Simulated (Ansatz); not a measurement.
# Strength of the C–O bond: CH6O3Si → SiH(OH)2O + CH3

Species: CH6O3Si `CO[SiH](O)O`, singlet; SiH(OH)2O, doublet; CH3 (methyl radical) `[CH3]`, doublet. 

Shapes, held fixed at every level: PBE0-D4/def2-TZVP. Flexible molecules stand in one conformer, not always the lowest. Programs: Ansatz 0.2.0. The zero-point and thermal change to 298 K, harmonic and unscaled (PBE0-D4/def2-TZVP), is -23.6 kJ/mol.

| level | kind | ΔH(298 K) (kJ/mol) | less CCSD(T)/CBS estimate | CPU time (sum over the molecules) |
| --- | --- | --- | --- | --- |
| SPW92/def2-TZVPP | LDA | +478.9 | +72.0 | 19 s |
| PBE-D4/def2-TZVPP | GGA | +394.3 | -12.6 | 31 s |
| PBE0-D4/def2-TZVPP | global hybrid | +389.2 | -17.7 | 47 s |
| r2SCAN0-D4/def2-TZVPP | global hybrid | +363.5 | -43.4 | 76 s |
| wB97X-V/def2-TZVPP | range-separated hybrid | +400.2 | -6.7 | 1.9 min |
| CCSD/def2-SVP | coupled cluster or CI | +382.8 | -24.1 | – |
| CCSD(T)/def2-TZVPP | coupled cluster or CI | +393.8 | -13.1 | 18 min |
| CCSD(T)/CBS estimate | coupled cluster or CI | +406.9 | 0.0 | 22 min |

The highest level, CCSD(T)/CBS estimate, gives ΔH(298 K) = +406.9 kJ/mol; the levels span +363.5 to +478.9. The column of differences is taken from that level and isn't an error. No measured value is set beside it here. Open shells run unrestricted unless RO is named. The CBS estimate extrapolates MP2 from def2-TZVPP and def2-QZVPP and adds CCSD(T) − MP2 in the triple-zeta set, cores frozen. Times are processor times on shared x86 and Arm servers, and rough.

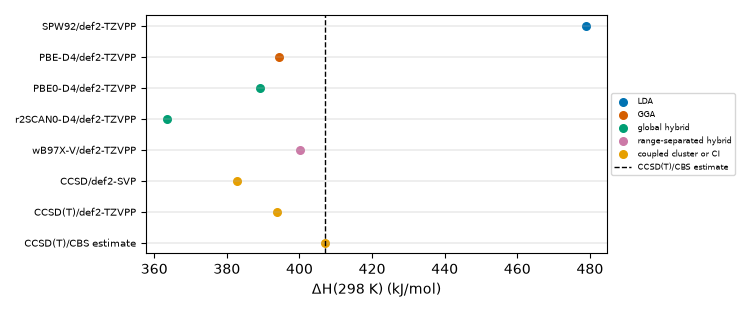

The values of the table, level by level.
